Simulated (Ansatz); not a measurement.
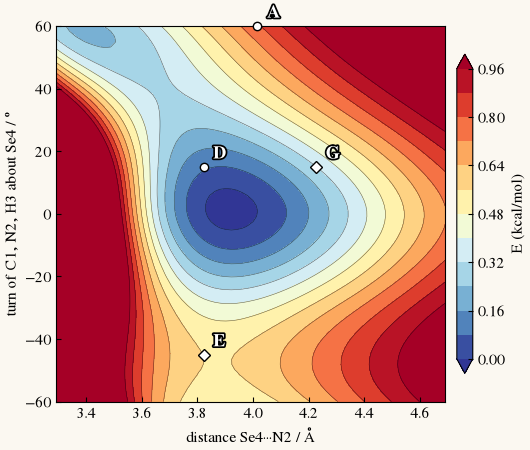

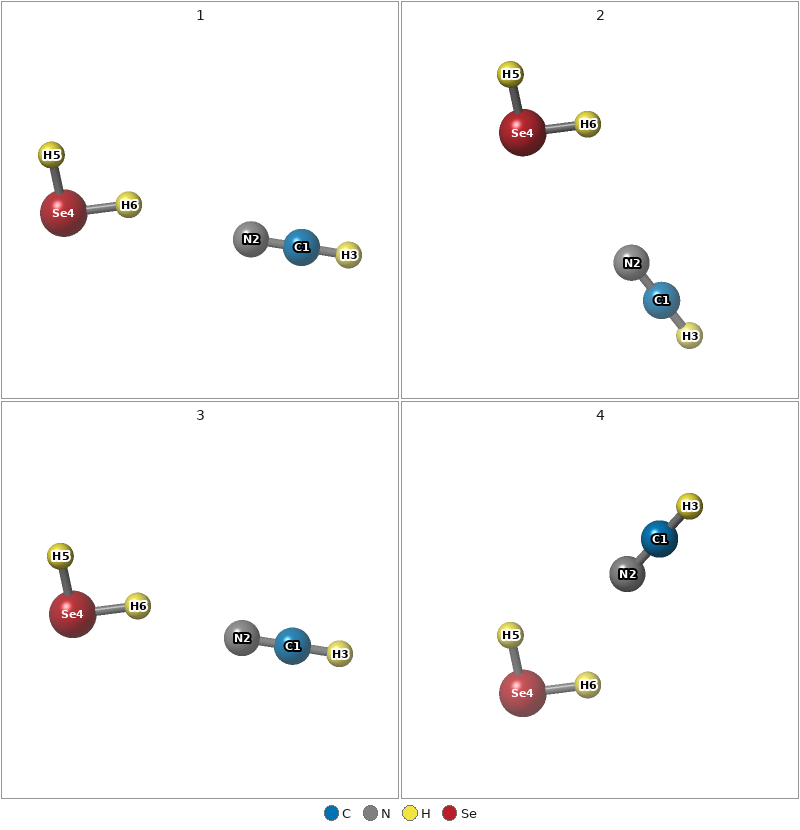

The pair CHN···H₂Se. 
- The turn is about an axis along (0.30, −0.95, −0.02) in the frame of the relaxed pair, normal to the line between the partners.
- Coordinates scanned: (1) distance Se4···N2; (2) turn of C1, N2, H3 about Se4.
- The scan uses a 9 × 9 grid.
- Points are written as (first, second).
- Energies are in kcal/mol, from the lowest grid point.
- Method: Ansatz, RKS B3LYP-D4/def2-TZVPD.

The picture shows filled contours, one colour for all values above the top of the scale, lettered points. Between grid points the surface is interpolated. The numbered pictures are the structures at these points, in random order.

Q: Which structure belongs to which point?

A: A is structure 2: (4.016 Å, 60°), 0.79 kcal/mol; D is structure 3: (3.822 Å, 15°), 0.09 kcal/mol; E is structure 4: (3.822 Å, −45°), 0.56 kcal/mol; G is structure 1: (4.227 Å, 15°), 0.32 kcal/mol.
